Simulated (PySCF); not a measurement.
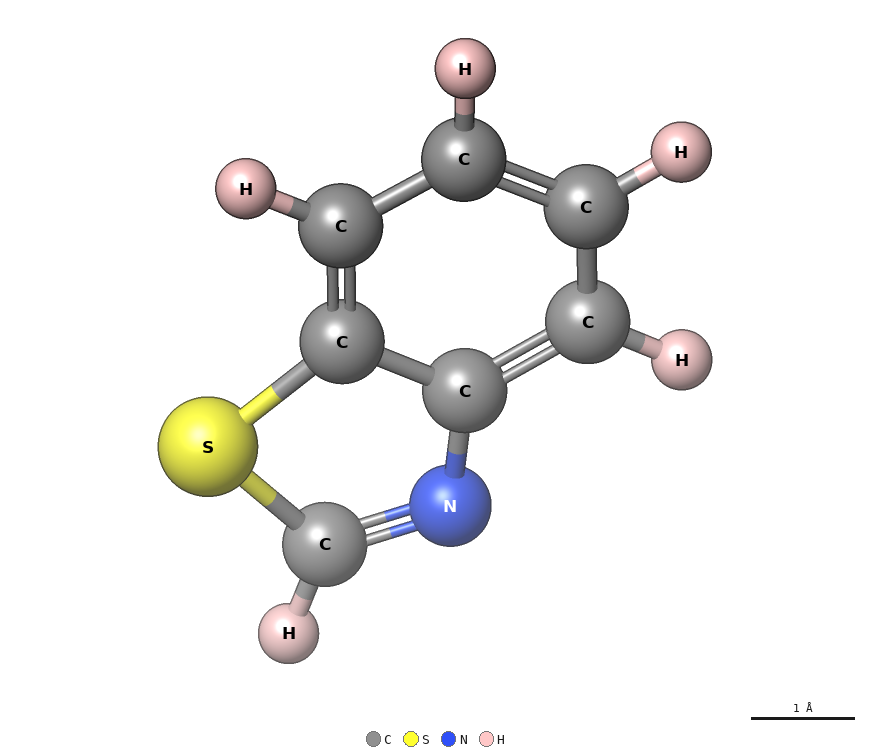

Depth is shown by fading: the farther an atom, the more it takes the colour of the background. The computed structure is the end point of a PBE0-D3(BJ)/def2-SVP optimisation. No frequency run is at hand to confirm it as a minimum. Masses are those of the most abundant isotopes; constants are for the rigid equilibrium geometry.

**What kind of rotor is it, and what are its rotational constants in MHz?**

An asymmetric top (Cs): A = 3181, B = 1341, C = 943 MHz. Ray's parameter κ is −0.64, nearer the prolate limit.
